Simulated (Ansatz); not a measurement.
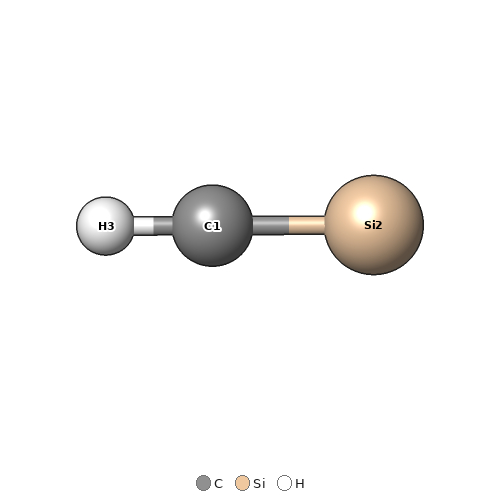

The system is CHSi, charge −1; the picture shows the reference structure. 
- First axis: angle Si2–C1–H3 (carried through 180). Second axis: change of the bonds C1–Si2, C1–H3, all alike.
- Nothing is relaxed (all other coordinates rigid).
- The scan uses an 11 × 11 grid; 66 points were computed and 55 follow by symmetry.
- Points are written as (first, second).
- All energies are given in kJ/mol relative to the lowest grid point.
- Level of theory: RKS wB97M-V/def2-TZVPD in Ansatz.

Its coordinates:

```xyz
3

C     0.1492    0.0656    0.0848
Si   -1.1751   -0.5169   -0.6678
H     1.0259    0.4512    0.5830
```

Range: angle Si2–C1–H3 (carried through 180) from 140 to 220°; change of the bonds C1–Si2, C1–H3, all alike from −0.149 to 0.230 Å.

What will the energy surface look like?

Answer. The lowest grid point is at (180°, 0.003 Å). No other kind of well shows on this grid. The highest grid point, (140°, −0.149 Å), lies 156 kJ/mol above the lowest. Round the minimum the two coordinates are nearly uncoupled.

| second ↓, first → | 140 | 148 | 156 | 164 | 172 | 180 | 188 | 196 | 204 | 212 | 220 |
| --- | --- | --- | --- | --- | --- | --- | --- | --- | --- | --- | --- |
| 0.230 | 148 | 145 | 143 | 141 | 139 | 139 | 139 | 141 | 143 | 145 | 148 |
| 0.192 | 115 | 111 | 108 | 105 | 104 | 103 | 104 | 105 | 108 | 111 | 115 |
| 0.154 | 86 | 81 | 76 | 73 | 71 | 71 | 71 | 73 | 76 | 81 | 86 |
| 0.117 | 62 | 55 | 50 | 46 | 44 | 43 | 44 | 46 | 50 | 55 | 62 |
| 0.079 | 43 | 35 | 29 | 25 | 22 | 21 | 22 | 25 | 29 | 35 | 43 |
| 0.041 | 31 | 22 | 15 | 10 | 7 | 6 | 7 | 10 | 15 | 22 | 31 |
| 0.003 | 28 | 18 | 11 | 5 | 1 | 0 | 1 | 5 | 11 | 18 | 28 |
| −0.035 | 37 | 26 | 17 | 10 | 6 | 5 | 6 | 10 | 17 | 26 | 37 |
| −0.073 | 59 | 47 | 37 | 29 | 25 | 24 | 25 | 29 | 37 | 47 | 59 |
| −0.111 | 97 | 84 | 73 | 65 | 60 | 59 | 60 | 65 | 73 | 84 | 97 |
| −0.149 | 156 | 141 | 129 | 120 | 115 | 113 | 115 | 120 | 129 | 141 | 156 |

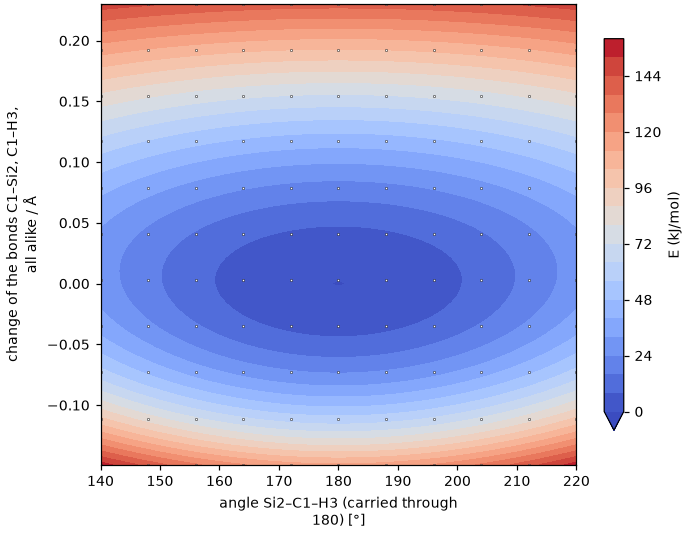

The picture shows filled contours, dots at the grid points. Between grid points the surface is interpolated.

Each point was launched as `ansatz run input.yaml --threads 1 --pin off --max-ram 2560MiB --backend cpu --events-out ev --progress --plain --runs-dir out`. Time for the 66 points that were run: 7.4 min on 1 thread of Arm Neoverse V1 (shared host).
